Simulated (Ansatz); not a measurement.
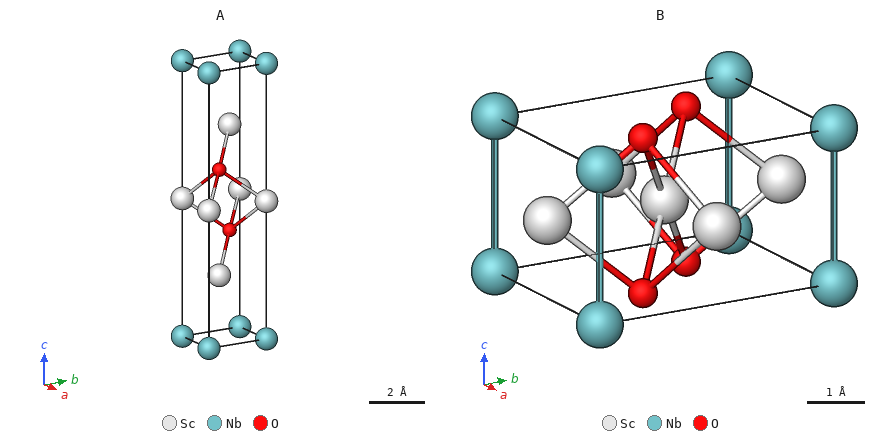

Two structures of Sc3NbO2, each relaxed to rest (conventional cells in solid outline, small ones repeated, not to one scale). Method: DFT PBE, scalar-relativistic, plane waves, PAW in Ansatz 0.2.0, without spin polarisation.

**Give the type and space group of each.**

A: 6 atoms a cell on a primitive hexagonal lattice, P-3m1. B: CeCo₃B₂ type, P6/mmm.

**Compare their energies: which is lower?**

A is lower, by 353 meV/atom at this level of theory (energies at zero smearing). Volumes: A 14.5, B 14.9 Å³/atom.

One or both may be structure types tried for this composition rather than known phases.
